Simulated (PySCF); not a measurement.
```yaml
atoms:
  - { symbol: C, position_ang: [3.0056, 0.8920, -0.7259] }
  - { symbol: C, position_ang: [2.1834, 0.0955, -0.3353] }
  - { symbol: C, position_ang: [1.1881, -0.8639, 0.1363] }
  - { symbol: F, position_ang: [1.6060, -1.4473, 1.3125] }
  - { symbol: C, position_ang: [-0.1801, -0.2130, 0.3631] }
  - { symbol: C, position_ang: [-1.1682, -1.1901, 0.9727] }
  - { symbol: O, position_ang: [-0.5846, 0.2447, -0.8974] }
  - { symbol: C, position_ang: [-1.4621, 1.3291, -0.8822] }
  - { symbol: H, position_ang: [3.7366, 1.5984, -1.0736] }
  - { symbol: H, position_ang: [1.0667, -1.6616, -0.6190] }
  - { symbol: H, position_ang: [-0.0262, 0.6423, 1.0518] }
  - { symbol: H, position_ang: [-0.7895, -1.5744, 1.9290] }
  - { symbol: H, position_ang: [-1.3324, -2.0369, 0.2894] }
  - { symbol: H, position_ang: [-2.1363, -0.7028, 1.1565] }
  - { symbol: H, position_ang: [-2.4307, 1.0873, -0.4030] }
  - { symbol: H, position_ang: [-1.0260, 2.2023, -0.3584] }
  - { symbol: H, position_ang: [-1.6576, 1.6105, -1.9264] }
```

Geometry: PBE0-D3(BJ)/def2-SVP.

All numbers below come from WP04/pcSseg-1, SCF density, in a chloroform solvent model, non-relativistic (PySCF).

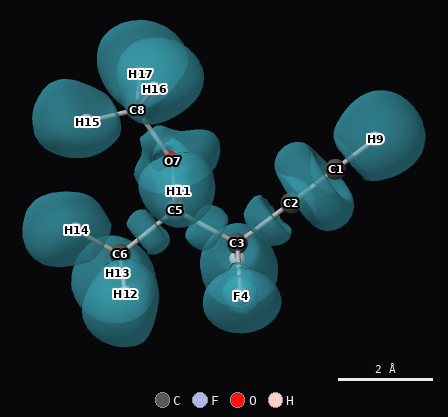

C6H9FO. Isosurface of the electron localisation function at 0.75 (cyan), seen across its widest extent. Core shells and regions of very low density are left out.

Question: Where are the electrons localised?

Answer: At this value the surface marks out four regions between bonded C–C atoms (shared pairs), nine regions around hydrogen nuclei, one region on F in which the atom's valence shell and bonds are merged and one region on O in which the atom's valence shell and bonds are merged.

Values along the shortest contacts:
C–C (1.21 Å): the ELF peaks at about 0.85 between the atoms; a multiple bond. C–F (1.38 Å): the ELF peaks at about 0.85 between the atoms (a shared but strongly polarised pair).
